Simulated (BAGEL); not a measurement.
# A workflow on InPH6 (SMILES [PH3+][InH3-])

Aim: the energy (HF/x2c-SVPall), then a single-point energy (NEVPT2(2,2)/x2c-SVPall) of InPH6. 

The calculation is run with BAGEL 1.2.2.

1 further run of the same task is left out (set aside as unsound or not needed).

## Step 1: The system as given

InPH6 has 8 atoms, charge 0, and is taken as a singlet. As SMILES, `[PH3+][InH3-]`. The P1–H3 distance was set to 3.951 Å, away from the relaxed value. At this shape a bond of the SMILES string is far longer than usual.

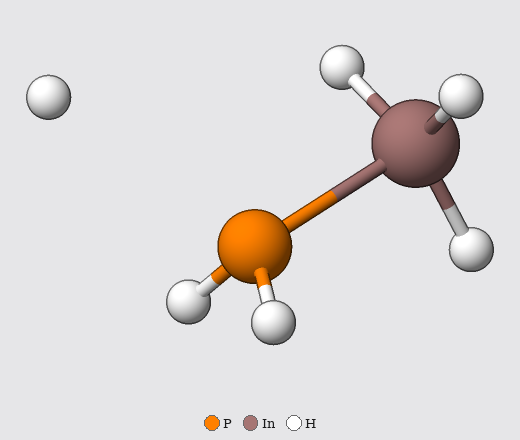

The structure, seen from a chosen angle (phosphorus orange, indium brown, hydrogen white).

## Step 2: A single-point energy at HF/x2c-SVPall (DKH2, density fitting with AutoAux) (run 1)

The input, calc.json:

```json
{ "bagel": [

{
  "title": "molecule",
  "basis": "x2c-svpall.json",
  "df_basis": "x2c-svpall-autoaux.json",
  "dkh": true,
  "geometry": [
    { "atom": "P", "xyz": [  3.65518386,  0.59382376, -1.95632007 ] },
    { "atom": "In", "xyz": [  6.32971324,  0.28674326,  2.55899153 ] },
    { "atom": "H", "xyz": [ -3.77472793, -0.14588686, -1.93092215 ] },
    { "atom": "H", "xyz": [  4.17372471, -1.14151174, -3.91313148 ] },
    { "atom": "H", "xyz": [  3.78085065,  2.81973216, -3.41934604 ] },
    { "atom": "H", "xyz": [  4.82038899,  2.82029908,  3.97458537 ] },
    { "atom": "H", "xyz": [  9.26653661,  0.74141137,  1.19101879 ] },
    { "atom": "H", "xyz": [  5.35726018, -2.75363710,  3.27519773 ] }
  ]
},
{
  "title": "hf"
},
{
  "title": "print",
  "file": "orbitals.molden",
  "orbitals": true
}

]}
```

The basis set x2c-SVPall is read from a file made from the Basis Set Exchange's data (not shown).

Launch:

```console
$ BAGEL_NUM_THREADS=1 BAGEL calc.json > calc.out
```

What it wrote:

```text
* using 1 threads per process

  ===============================================================
  ===============================================================

  *** Geometry ***

  { "atom" : "P", "xyz" : [      3.655184,      0.593824,     -1.956320 ] },
  { "atom" : "In", "xyz" : [      6.329713,      0.286743,      2.558992 ] },
  { "atom" : "H", "xyz" : [     -3.774728,     -0.145887,     -1.930922 ] },
  { "atom" : "H", "xyz" : [      4.173725,     -1.141512,     -3.913131 ] },
  { "atom" : "H", "xyz" : [      3.780851,      2.819732,     -3.419346 ] },
  { "atom" : "H", "xyz" : [      4.820389,      2.820299,      3.974585 ] },
  { "atom" : "H", "xyz" : [      9.266537,      0.741411,      1.191019 ] },
  { "atom" : "H", "xyz" : [      5.357260,     -2.753637,      3.275198 ] },

  Number of auxiliary basis functions:      647

  Since a DF basis is specified, we compute 2- and 3-index integrals:
    o Being stored without compression. Storage requirement is 0.037 GB

  Number of basis functions:       84
  Number of electrons      :       70

    * METHOD: MOLECULE                             0.39

  *** RHF ***

  === Nuclear Repulsion ===
   225.5262582269

      * DIIS with orbital gradients will be used.

  === RHF iteration (x2c-svpall.json) ===
      0      -6220.73171442          0.00644631           0.14
      1      -6220.75365436          0.00416979           0.13
      2      -6220.76694103          0.00268781           0.14
      3      -6220.77440603          0.00021220           0.14
      4      -6220.77446894          0.00005525           0.13
      5      -6220.77447439          0.00001824           0.13
      6      -6220.77447501          0.00000450           0.13
      7      -6220.77447506          0.00000145           0.13
      8      -6220.77447507          0.00000043           0.13
      9      -6220.77447507          0.00000013           0.13
     10      -6220.77447507          0.00000005           0.13
     11      -6220.77447507          0.00000002           0.13
     12      -6220.77447507          0.00000002           0.14
     13      -6220.77447507          0.00000000           0.14
    * SCF iteration converged.

    * Permanent dipole moment:
           (   -0.081795,    -0.164006,     1.234246) a.u.

    * METHOD: HF                                   2.35

    * METHOD: PRINT                                0.02

  ===============================================================
```

Run time: 2.9 s. Hardware: 1 thread of Arm Neoverse V1, shared host; peak memory 0.17 GiB.

## Step 3: The energy at NEVPT2(2,2)/x2c-SVPall (DKH2, density fitting with AutoAux) (run 2)

The input, calc.json:

```json
{ "bagel" : [

{
  "title" : "molecule",
  "basis" : "x2c-svpall.json",
  "df_basis" : "x2c-svpall-autoaux.json",
  "dkh" : true,
  "geometry" : [
    { "atom" : "P", "xyz" : [     3.65518386,     0.59382376,    -1.95632007 ] },
    { "atom" : "In", "xyz" : [     6.32971324,     0.28674326,     2.55899153 ] },
    { "atom" : "H", "xyz" : [    -3.77472793,    -0.14588686,    -1.93092215 ] },
    { "atom" : "H", "xyz" : [     4.17372471,    -1.14151174,    -3.91313148 ] },
    { "atom" : "H", "xyz" : [     3.78085065,     2.81973216,    -3.41934604 ] },
    { "atom" : "H", "xyz" : [     4.82038899,     2.82029908,     3.97458537 ] },
    { "atom" : "H", "xyz" : [     9.26653661,     0.74141137,     1.19101879 ] },
    { "atom" : "H", "xyz" : [     5.35726018,    -2.75363710,     3.27519773 ] }
  ]
},

{
  "title" : "hf"
},

{
  "title" : "casscf",
  "nstate" : 1,
  "nact" : 2,
  "nclosed" : 34,
  "active" : [35, 36],
  "maxiter" : 200,
  "natocc" : true
},

{
  "title" : "nevpt2",
  "nstate" : 1,
  "nact" : 2,
  "nclosed" : 34,
  "active" : [35, 36],
  "maxiter" : 200,
  "natocc" : true,
  "ncore" : 23
},

{
  "title" : "print",
  "file" : "orbitals.molden",
  "orbitals" : true
}

]}
```

The basis set x2c-SVPall is read from a file made from the Basis Set Exchange's data (not shown).

Launch:

```console
$ BAGEL_NUM_THREADS=1 BAGEL calc.json > calc.out
```

What it wrote:

```text
* using 1 threads per process

  ===============================================================
  ===============================================================

  *** Geometry ***

  { "atom" : "P", "xyz" : [      3.655184,      0.593824,     -1.956320 ] },
  { "atom" : "In", "xyz" : [      6.329713,      0.286743,      2.558992 ] },
  { "atom" : "H", "xyz" : [     -3.774728,     -0.145887,     -1.930922 ] },
  { "atom" : "H", "xyz" : [      4.173725,     -1.141512,     -3.913131 ] },
  { "atom" : "H", "xyz" : [      3.780851,      2.819732,     -3.419346 ] },
  { "atom" : "H", "xyz" : [      4.820389,      2.820299,      3.974585 ] },
  { "atom" : "H", "xyz" : [      9.266537,      0.741411,      1.191019 ] },
  { "atom" : "H", "xyz" : [      5.357260,     -2.753637,      3.275198 ] },

  Number of auxiliary basis functions:      647

  Since a DF basis is specified, we compute 2- and 3-index integrals:
    o Being stored without compression. Storage requirement is 0.037 GB

  Number of basis functions:       84
  Number of electrons      :       70

    * METHOD: MOLECULE                             0.39

  *** RHF ***

  === Nuclear Repulsion ===
   225.5262582269

      * DIIS with orbital gradients will be used.

  === RHF iteration (x2c-svpall.json) ===
      0      -6220.73171442          0.00644631           0.14
      1      -6220.75365436          0.00416979           0.14
      2      -6220.76694103          0.00268781           0.13
      3      -6220.77440603          0.00021220           0.13
      4      -6220.77446894          0.00005525           0.13
      5      -6220.77447439          0.00001824           0.13
      6      -6220.77447501          0.00000450           0.13
      7      -6220.77447506          0.00000145           0.13
      8      -6220.77447507          0.00000043           0.13
      9      -6220.77447507          0.00000013           0.13
     10      -6220.77447507          0.00000005           0.13
     11      -6220.77447507          0.00000002           0.13
     12      -6220.77447507          0.00000002           0.13
     13      -6220.77447507          0.00000000           0.13
    * SCF iteration converged.

    * Permanent dipole moment:
           (   -0.081795,    -0.164006,     1.234246) a.u.

    * METHOD: HF                                   2.33

  ---------------------------
      CASSCF calculation
  ---------------------------

    ==== Active orbitals : =====
         Orbital 35
         Orbital 36
    ============================

    * nstate   :      1
    * nclosed  :     34
    * nact     :      2
    * nvirt    :     48
  === CASSCF iteration (x2c-svpall.json) ===

    * Using the second-order algorithm

      0  0     -6220.90830351     4.91e-03      0.03

      1  0     -6220.92723049     3.06e-04      0.67

      2  0     -6220.92728083     2.68e-05      0.64

      3  0     -6220.92728118     4.42e-06      0.65

      4  0     -6220.92728119     7.32e-07      0.65

      5  0     -6220.92728119     1.21e-07      0.63

      6  0     -6220.92728119     2.01e-08      0.54

      7  0     -6220.92728119     3.33e-09      0.50

    * Second-order optimization converged. *

     guess   0:   closed 1.                   open ..

  === FCI iteration ===

      0  0     -6220.75920591     9.46e-02      0.00
      1  0     -6220.92704996     4.67e-03      0.00
      2  0 *   -6220.92728119     4.48e-16      0.00

     * ci vector, state   0, <S^2> = 0.0000
       2.     0.7473189514
       .2    -0.6644654882

    * METHOD: CASSCF                               4.78

    * freezing 23 orbitals

  === DF-NEVPT2 calculation ===

    * 3-index integral transformation done
    * assembly done

      NEVPT2 correlation energy:   -0.2406332035      0.12

          (+0)     -0.1817409039
          (+0)'    -0.0296366550
          (+1)     -0.0068055919
          (+1)'    -0.0000037266
          (+2)     -0.0000132524
          (-1)     -0.0223908509
          (-1)'    -0.0000145683
          (-2)     -0.0000276546

      NEVPT2 total energy:       -6221.1679143981

    * METHOD: NEVPT2                               0.33

    * METHOD: PRINT                                0.02

  ===============================================================
```

It took 8.1 s on 1 thread of Arm Neoverse V1, shared host; peak memory 0.18 GiB.

## Step 4: What came out

| quantity | value |
| --- | --- |
| run 1, HF/x2c-SVPall: total energy | -6220.77448 Eh |
| run 1, HF/x2c-SVPall: dipole moment | 3.17 D |
| run 1, HF/x2c-SVPall: HOMO energy | -8.05 eV |
| run 1, HF/x2c-SVPall: LUMO energy | -3.63 eV |
| run 1, HF/x2c-SVPall: HOMO–LUMO gap | 4.43 eV |
| run 2, NEVPT2(2,2)/x2c-SVPall: total energy | -6221.16791 Eh |

In words: One bond (run 1, HF/x2c-SVPall) is far stretched, which a spin-restricted single reference describes badly; a broken-symmetry solution may lie lower.
